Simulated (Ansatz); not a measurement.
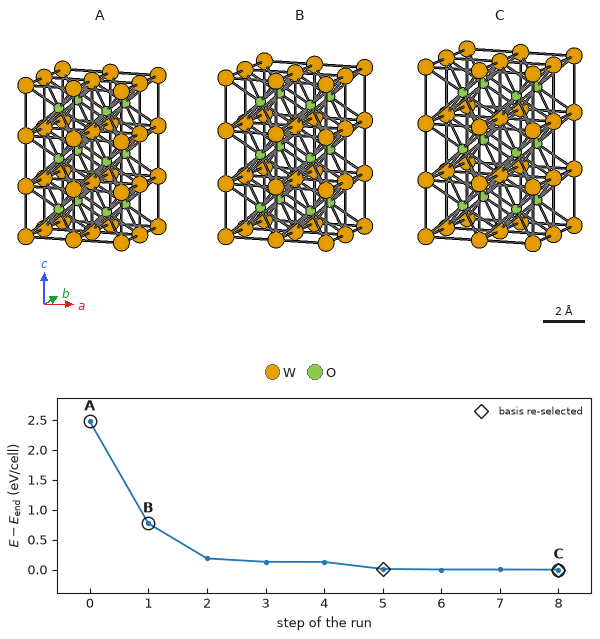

Frames of a relaxation of a crystal of WO (built on the CsCl (B2) type) (coarse preliminary run), marked on the history of the run. A ball-and-stick model of the cell of the calculation, repeated 2 × 2 × 3 with one cell outlined, seen slightly off an axis.

Method: DFT PBE, scalar-relativistic, plane waves, PAW (Ansatz 0.2.0). Settings: plane-wave cutoff 420 eV; k-point mesh 8 × 8 × 8; occupations gaussian; smearing width 0.1 eV; no spin polarisation; cell and atoms relaxed; force threshold 0.05 eV/Å; at most 80 steps.

Question: Describe the path.

Answer: No atom moves by more than 0.005 Å relative to the cell. Cell: a = b = c 2.521 → 2.825 Å (+12.1 %). Volume +40.8 %. Among the contacts that change: W–W 2.521 → 2.825 Å, O–W 2.183 → 2.447 Å. The space group stays Pm-3m (No. 221). After 6 accepted moves (8 points after the start) the energy has fallen by 2.476 eV per cell of the calculation. All forces vanish by symmetry, so only the cell relaxes. Pressure: 166.26 GPa at the start and 0.02 GPa at the end. At 2 points the geometry stayed and the basis and grid were re-selected for the new cell (energy shift of 0.117 eV per cell of the calculation at most each time). Cost: 13 s on 1 thread of Arm Neoverse N1 (shared host), peak memory 0.28 GiB. From step 0 to 1: volume +15.3 %, energy −1.704 eV per cell of the calculation. From step 1 to 8: volume +22.0 %, energy −0.772 eV per cell of the calculation.
